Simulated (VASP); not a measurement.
Band structure of Y (hcp). Level of theory: revPBE GGA, VASP's PBE PAW potentials (set 64) (plane waves; VASP 6.6.1).

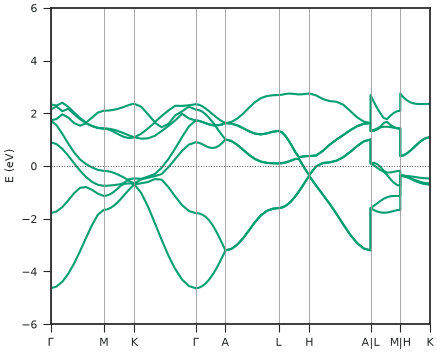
Figure: Bands along high-symmetry lines, zero at the valence-band maximum or, without a gap, the Fermi level

**Question.** Read the plot: is there a gap, and where are the band edges?

**Answer.** It has no gap at this level: it comes out as a metal or semimetal. (Edges off the drawn lines would not show.)

The compound is Y in the hcp structure. It was relaxed first.
